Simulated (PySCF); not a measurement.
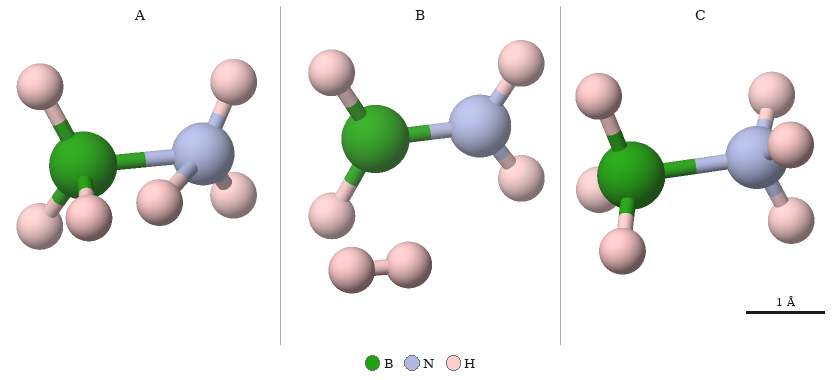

Three geometries of BNH6: a saddle point and the two relaxed ends that it joins, in shuffled order. The picture is a ball-and-stick view, seen at a tilt. Sticks join atoms that are closer than about 1.2 times the sum of their covalent radii (a little more with hydrogen).

Stationary points at PBE0-D4/def2-TZVP, single-point energies with CCSD(T)/CBS, SPW92 (LDA), r2SCAN-D4, PBE-D4 (def2-TZVPP where no basis is named; PySCF 2.14.0). The energies are electronic, without zero-point or thermal terms, and both ends are the relaxed geometries reached downhill from the saddle, with any fragments still in contact. CCSD(T)/CBS stands for a frozen-core estimate: MP2 correlation extrapolated from def2-TZVPP and def2-QZVPP, CCSD(T) minus MP2 from the smaller set.

Question: Identify the saddle point and describe the reaction.

Answer: Frame A is the saddle point. Counted by bonded pieces, B holds BH₄N + H₂ and C holds BH₃ + NH₃. From B over the saddle to C, bonds form: B–H (3.35 → 1.36 → 1.21 Å), H–N (3.65 → 1.38 → 1.01 Å). Bonds break: B–N (1.39 → 1.57 → 1.64 Å), H–H (0.75 → 0.99 → 2.56 Å). The saddle has one imaginary mode, 1351i cm⁻¹. The end B keeps a soft imaginary mode of 67i cm⁻¹, so it isn't quite a minimum. With CCSD(T)/CBS the barrier is 39.6 kcal/mol from B and 39.9 kcal/mol from C, and C lies 0.3 kcal/mol below B.

```tsv
level	barrier from B (kcal/mol)	barrier from C (kcal/mol)	C less B (kcal/mol)
CCSD(T)/CBS	39.6	39.9	−0.3
SPW92 (LDA)	22.6	31.3	−8.7
r2SCAN-D4	35.3	36.6	−1.3
PBE-D4	32.4	34.3	−1.9
```

Against CCSD(T)/CBS, r2SCAN-D4 comes closest on the barrier from B (−4.3 kcal/mol) and SPW92 (LDA) misses most (−17.0 kcal/mol).

Limits of the set-up: the start holds two separate molecules, 3.2 Å apart at their closest, whose relative position is a soft coordinate.
